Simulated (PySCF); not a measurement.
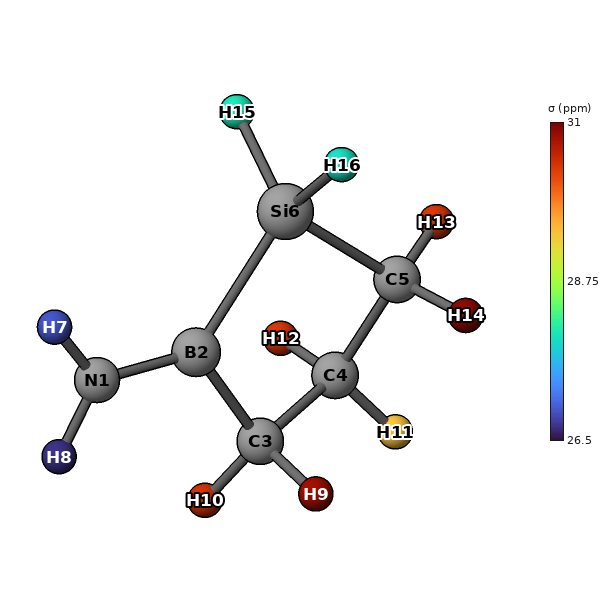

Atoms are coloured by their isotropic NMR shieldings (H only, the others grey). Computed geometry: GFN2-xTB optimisation. No frequency run is at hand to confirm it as a minimum. Properties computed with GIAO PBE0/pcSseg-1 NMR shielding, non-relativistic, gas phase (PySCF 2.14.0).

List the isotropic NMR shieldings of the H atoms.

| atom | σ (ppm) |
| --- | --- |
| H7 | 26.93 |
| H8 | 26.70 |
| H9 | 30.80 |
| H10 | 30.42 |
| H11 | 29.44 |
| H12 | 30.37 |
| H13 | 30.37 |
| H14 | 30.88 |
| H15 | 28.03 |
| H16 | 27.93 |

The geometry is semi-empirical. Around B, Si such bond lengths and angles can be off by a tenth of an ångström or more and by several degrees, and values that hang on the shape move with them.
